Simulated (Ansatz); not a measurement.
**MP2/def2-TZVP (core potential) run of InH3 (SMILES [InH3])**

What is the energy change on altering one bond length of InH3 at MP2/def2-TZVP (core potential)? 

The calculation is run with Ansatz 0.2.0.

32 further runs of the same task are left out: 3 that didn't finish, 29 set aside as unsound or not needed.

## (1) Starting point

InH3 has 4 atoms, charge 0, and is taken as a singlet. SMILES: `[InH3]`. The shape is that of a PBE0-D4/def2-TZVP optimisation.

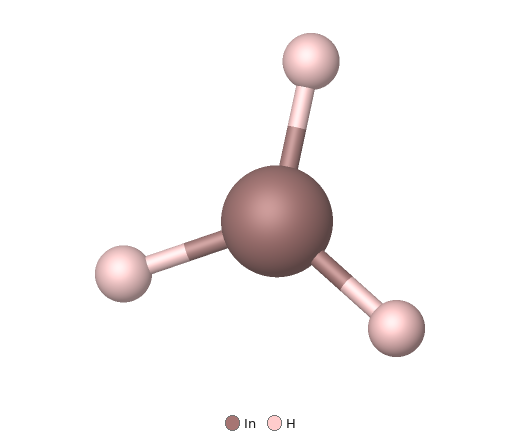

The structure, seen from a chosen angle (indium brown, hydrogen pink).

## (2) The energy at MP2/def2-TZVP (core potential)

File in.yaml:

```yaml
crystal:
  periodic: [false, false, false]
  atoms:
    - {symbol: In, position_ang: [0.013900, -0.015100, -0.005100]}
    - {symbol: H, position_ang: [0.415500, 1.516000, 0.678200]}
    - {symbol: H, position_ang: [-1.095600, -0.107300, -1.321400]}
    - {symbol: H, position_ang: [0.721800, -1.454000, 0.628000]}
basis:
  gaussian: {orbitals: def2-TZVP}
accuracy: high
correlation: {method: mp2, frozen_orbitals: {H: 0, In: 4}}
```

Run with:

```console
$ ansatz run in.yaml --threads 1 --pin off --max-ram 3480MiB --events-out events.jsonl --progress --plain --runs-dir runs
```

What it wrote:

```text
Warning: RAYON_NUM_THREADS=1 ignored (pool sized by the plan → 1); use --threads N
Functional definition: HF
  name "HF"
  exchange = exact_x
  correlation = 0
1334 factors; integrals over basis functions are off by at most 2.7e-9 eV
mean field evaluation 1: about -5194.6157 eV, gradient 9.3e0 eV
mean field evaluation 2: about -5194.6171 eV, gradient 9.3e0 eV
mean field evaluation 4: about -5195.0182 eV, gradient 1.3e0 eV
mean field evaluation 8: about -5195.0220 eV, gradient 7.6e-5 eV
mean field -5195.02204424 eV, -190.9135388134 hartree, gradient 1.6e-8 eV, S^2 0.000000; 0 other end points of the search recorded, 0 dependent functions left out
4 core orbitals not correlated: weight in the atoms' cores, before any rotation towards them, 1.000 or more for the frozen orbitals, at most 0.000 for the correlated occupied ones
reference -5195.02204424 eV, -190.9135388134 hartree; 8, 8 occupied and 56, 56 virtual orbitals, 1334 factors
second order -7.96760162 eV of doubles, -0.00000000 eV of singles
Total energy: -5202.98964586 eV, -191.2063427724 hartree
```

It took 1.7 s on 1 thread of Arm Neoverse V2, shared host; peak memory 0.13 GiB.

## (3) The distorted shape at the same level

File molecule.yaml:

```yaml
crystal:
  periodic: [false, false, false]
  atoms:
    - symbol: In
      position_ang: [-0.552419, 1.136018, -0.511579]
    - symbol: H
      position_ang: [-0.150819, 2.667118, 0.171721]
    - symbol: H
      position_ang: [-1.661919, 1.043818, -1.827879]
    - symbol: H
      position_ang: [0.721800, -1.454000, 0.628000]
basis:
  gaussian: {orbitals: def2-TZVP}
total_charge: 0
correlation: {method: mp2, frozen_orbitals: {H: 0, In: 4}}
accuracy: high
```

Run with:

```console
$ ansatz run molecule.yaml --threads 1 --pin off --max-ram 3480MiB --events-out events.jsonl --progress --plain --runs-dir runs
```

What it wrote:

```text
Warning: RAYON_NUM_THREADS=1 ignored (pool sized by the plan → 1); use --threads N
[... 4 set-up lines as earlier in the session ...]
1303 factors; integrals over basis functions are off by at most 2.7e-9 eV
mean field evaluation 1: about -5190.8566 eV, gradient 1.3e1 eV
mean field evaluation 2: about -5190.8577 eV, gradient 1.3e1 eV
mean field evaluation 4: about -5191.8597 eV, gradient 1.7e0 eV
mean field evaluation 8: about -5191.8722 eV, gradient 5.0e-2 eV
mean field -5191.87225473 eV, -190.7977861838 hartree, gradient 4.6e-8 eV, S^2 0.000000; 0 other end points of the search recorded, 0 dependent functions left out; unrestricted orbitals would lower it
mean field evaluation 16: about -5192.2493 eV, gradient 4.6e0 eV
4 core orbitals not correlated: weight in the atoms' cores, before any rotation towards them, 1.000 or more for the frozen orbitals, at most 0.000 for the correlated occupied ones
reference -5191.87225473 eV, -190.7977861838 hartree; 8, 8 occupied and 56, 56 virtual orbitals, 1303 factors
second order -7.96163564 eV of doubles, -0.00000000 eV of singles
Total energy: -5199.83389037 eV, -191.0903708971 hartree
```

Run time: 1.8 s. Hardware: 1 thread of Arm Neoverse V2, shared host; peak memory 0.13 GiB.

## (4) Results

At MP2/def2-TZVP (core potential), 4 core orbitals frozen:

| quantity | value |
| --- | --- |
| first shape: total energy | -191.20634 Eh |
| first shape: correlation energy (4 core orbitals frozen) | -292.8 mEh |
| distorted shape: total energy | -191.09037 Eh |
| distorted shape: correlation energy (4 core orbitals frozen) | -292.6 mEh |
| energy change with the In1–H4 bond stretched from 1.724 to 3.103 Å | 3.156 eV |

**Reading.** One bond (distorted shape) is far stretched, which a spin-restricted single reference describes badly; perturbation theory on it can break down and give far too much correlation. With the In1–H4 bond stretched from 1.724 to 3.103 Å the energy rises by 3.16 eV (73 kcal/mol). The first shape isn't relaxed at this level, so the change isn't measured from a minimum. A restricted reference can't describe the breaking bond well at this length. The restricted solution (distorted shape) is unstable to spin breaking: an unrestricted one lies lower.
